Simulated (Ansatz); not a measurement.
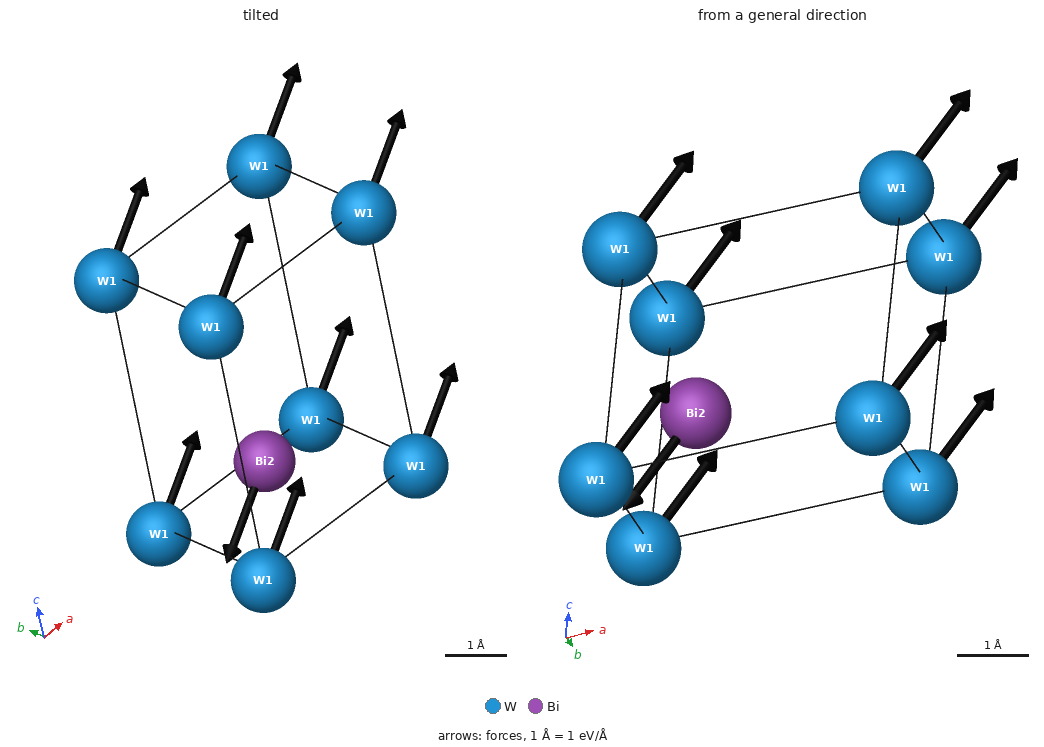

Structure drawing (spheres-only), viewed slightly off an axis and from a general direction. The edges of the cell (the run's own, in a reduced setting) are marked. The arrows are the computed forces on the atoms.

System: BiW. Level of theory and settings: Ansatz, DFT r2SCAN, scalar-relativistic, plane waves, PAW, plane waves to 500 eV, k-points about 0.17 Å⁻¹ apart, Gaussian smearing of 0.05 eV, no spin polarisation.

Judging by the arrows, is the geometry relaxed?

No. The atoms still feel forces of up to about 1.4 eV/Å, far above a usual threshold of 0.01 to 0.03 eV/Å.

Which atom is furthest from force balance?

W1 and Bi2, about 1.4 eV/Å.

The cell started as a structure type filled with these elements by a generator (whether the compound takes this form wasn't checked). The cell was then strained or its atoms displaced on purpose. It went into a calculation with Ansatz.
